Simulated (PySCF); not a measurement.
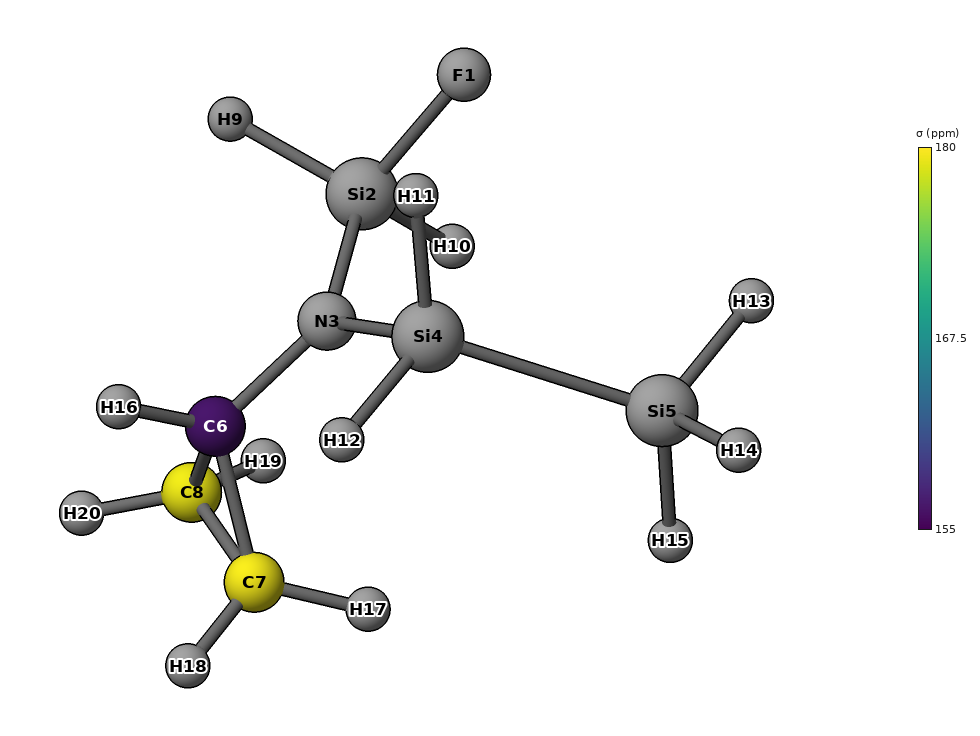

Atoms are coloured by their isotropic NMR shieldings (C only, the others grey). Computed geometry: GFN2-xTB optimisation. No frequency run is at hand to confirm it as a minimum. Properties computed with GIAO PBE0/pcSseg-1 NMR shielding, non-relativistic, gas phase (PySCF 2.14.0).

Give the isotropic NMR shieldings of the C atoms atom by atom.

| atom | σ (ppm) |
| --- | --- |
| C6 | 156.5 |
| C7 | 179.4 |
| C8 | 179.2 |

The geometry is semi-empirical. Around Si such bond lengths and angles can be off by a tenth of an ångström or more and by several degrees, and values that hang on the shape move with them.
